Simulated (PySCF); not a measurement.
**C₅H₅NO₂Si: density, localisation and related maps**

The calculation's input:

```
{"job": {"kind": "nmr", "xc": "PBE0", "basis": "pcSseg-1"}, "charge": 0, "multiplicity": 1}
N     -3.984586    -0.691415    -0.825487
C     -3.069570    -0.405725    -0.199033
Si    -1.594136     0.048722     0.848190
C     -0.003618    -0.884054     0.464525
C      0.579101     0.196020    -0.074529
O      1.817211     0.414448    -0.624443
C      2.750947    -0.532251    -0.649083
O      2.676671    -1.642934    -0.221123
C     -0.416074     1.320025    -0.005017
H     -2.045119     0.293848     2.212942
H      0.409401    -1.868162     0.585423
H      3.644525    -0.111326    -1.142480
H     -0.697560     1.702353    -0.984149
H     -0.067871     2.159978     0.592099
```

Run with:

```sh
OMP_NUM_THREADS=1 python probes_run.py task.json out
```

Geometry: GFN2-xTB.

Computed with PBE0/pcSseg-1, SCF density, gas phase, non-relativistic (PySCF).

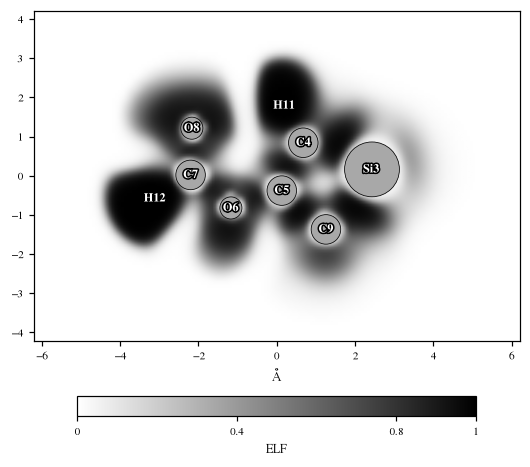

Figure 1. Electron localisation function on the plane of atoms O8, C7 and H12. Grey discs cover the atomic cores.

Q: Describe what can be read from this map.

A:
- Atoms in the plane: Si, C, O and H.
- C–O (1.19 Å): the ELF peaks at about 0.85 between the atoms; a short, multiple covalent bond.
- C–C (1.34 Å): the ELF peaks at about 0.90 between the atoms: a multiple bond.
- C–Si (1.88 Å): the ELF peaks at about 0.95 between the atoms (localised, covalent bonding).
- C–H (1.07 Å): the ELF climbs to about 1 towards the hydrogen, as it does in any bond to H; a covalent bond by its length.
- C–O (1.33 Å): the ELF peaks at about 0.90 between the atoms (a shared but strongly polarised pair).
- The ELF also peaks beside O6 and O8, away from the bonds: lone-pair regions.

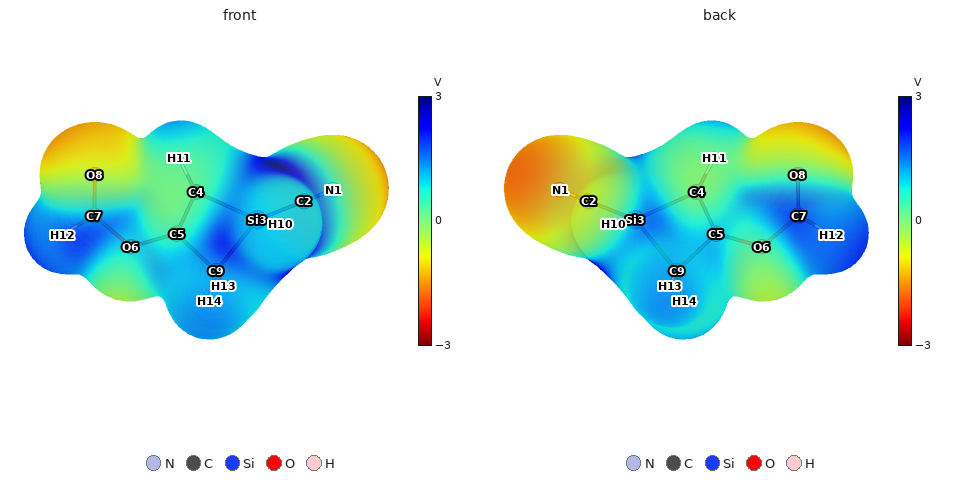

Figure 2. The electrostatic potential painted on the density surface at 0.004 e/bohr³, seen from the front and from behind; the colour scale runs from red (negative) to blue (positive).

Q: Which sites attract a positive test charge, and which a negative one?

A: A positive charge is drawn to the negative regions and a negative charge to the positive ones. The most negative region (about −1.9 V) lies over N1, the most positive (about +2.7 V) over Si3. N1 is the likeliest acceptor of a hydrogen bond.

Q: What dipole moment does the calculation give?

A: Its dipole moment is 3.98 D.
